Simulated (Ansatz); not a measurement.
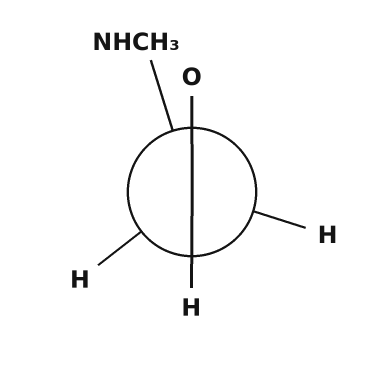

A Newman projection along the C–Sn bond, carbon in front; angles are drawn as computed, but eclipsed bonds slightly apart. The computed structure is the end point of a PBE0-D4/def2-TZVP optimisation. No frequency run is at hand to confirm it as a minimum.

**Which molecule is it?**

C2H7NOSn, C[NH][SnH2][CH]=O

**What is the torsion angle from the front O to the back NHCH3? The sign is positive where the front bond must turn clockwise to cover the back bond.**

−11°, synperiplanar (eclipsed).
